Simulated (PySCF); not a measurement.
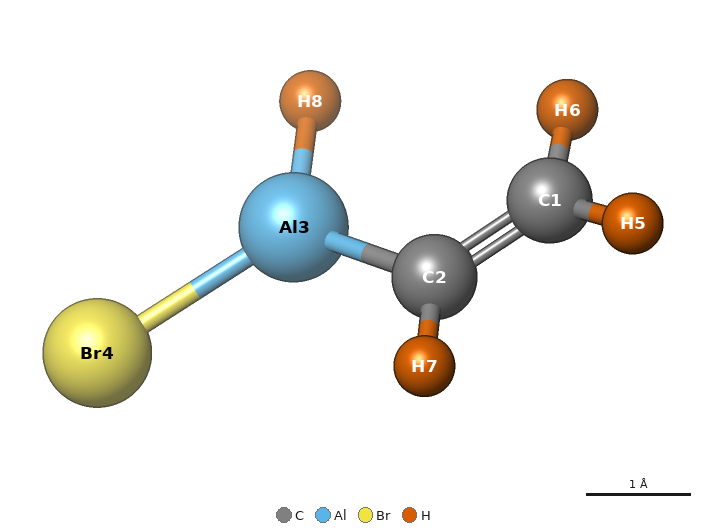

Orthographic view. Distant atoms are faded towards the background colour. The geometry was computed by an optimisation with PBE0-D3(BJ)/def2-SVP. No frequency run is at hand to confirm it as a minimum.

Write a Z-matrix (Å, degrees) in the order of the atom numbers, with these reference atoms: 2 to 1; 3 to 2, 1; 4 to 3, 2, 1; 5 to 1, 2, 3; 6 to 1, 5, 2; 7 to 2, 1, 5; 8 to 3, 2, 7.

```
C  
C    1   1.343
Al   2   1.931   1   119.7
Br   3   2.258   2   118.9   1  -177.6
H    1   1.098   2   122.8   3   179.5
H    1   1.098   5   115.2   2   180.0
H    2   1.098   1   117.7   5     0.0
H    3   1.581   2   122.4   7  -178.5
```
